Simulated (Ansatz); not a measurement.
System: FGeH$_{3}$···HBr.

```xyz
7

Ge   -0.6861   -0.1987   -0.8999
Br    1.6043    1.0172    2.6855
H    -0.8366   -1.2135   -2.0433
H    -1.8478   -0.2509    0.1032
H    -0.3762    1.2210   -1.3970
H     1.3911    0.1498    1.5571
F     0.7512   -0.7249   -0.0056
```

Theory: RKS B3LYP/def2-SVP (Ansatz 0.2.0).

> What will maps of the electron density and electron localisation function show?

F7···H6 (1.90 Å): the density falls to about 0.17 e/Å³ on the way; the ELF dips to about 0.10 between them.
Ge–F (1.77 Å): ρ is about 0.83 e/Å³ halfway; the ELF peaks at about 0.80 in the valence shell of F, 0.5 Å from its nucleus, and is about 0.25 at the midpoint.
Br–H (1.44 Å): ρ at the midpoint is about 1.6 e/Å³; the ELF climbs to about 1 towards the hydrogen, as it does in any bond to H.
Ge–H (1.54 Å): the density is about 1.1 e/Å³ at the midpoint; the ELF climbs to about 1 towards the hydrogen.

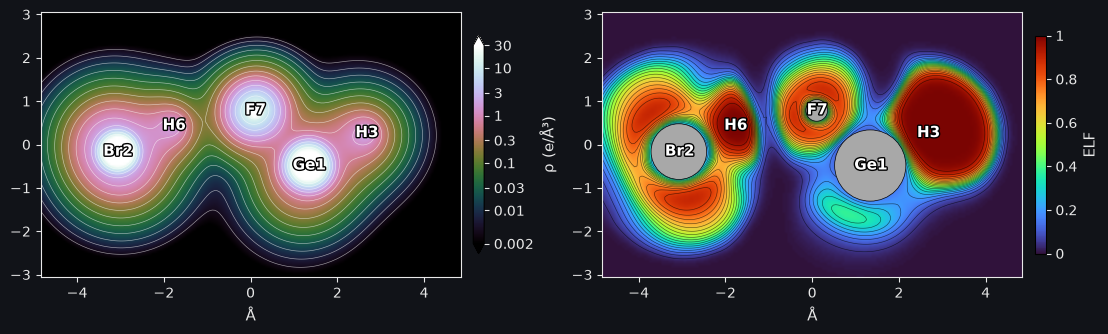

Computed electron density and electron localisation function on the plane of atoms H3, Ge1 and F7, in this order. Grey discs cover the atomic cores in the ELF map. 
